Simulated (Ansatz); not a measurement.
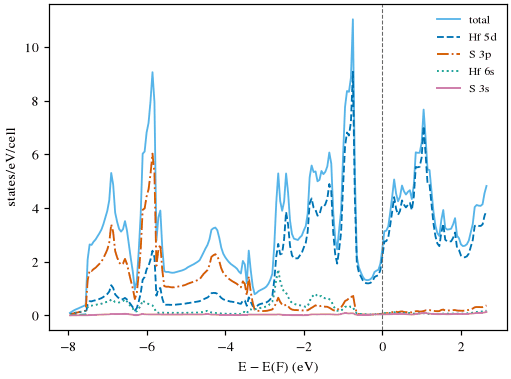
Total and projected density of states of Hf2S in space group P6_3/mmc (No. 194; Hf on 4f, S on 2b), plane-wave PAW LDA (Ansatz code)

Task: Which orbitals carry the states next to the Fermi level?

Result: Within 0.5 eV of the Fermi level: Hf 5d 88 %, outside the projected shells 5 %. Projections are on Löwdin-orthogonalised atomic valence shells; empty p or d shells of many metals are not among them.

Task: Where is the tallest occupied peak in this window, and what makes it?

Result: Near -0.8 eV, about 11 states/eV per cell; the largest projected share is Hf 5d.

The workflow started from a Materials Project entry (that database holds measured and hypothetical structures alike); the Crystallography Open Database copy checked does not list it. Whether it is the stable phase at ambient conditions was not checked. The LDA relaxation kept the symmetry of its start; of distortions, only those at the zone centre were tested. No spin polarisation was allowed. Spin–orbit coupling is left out wherever it is not named.

Potentials: the later of the program's two PAW sets.
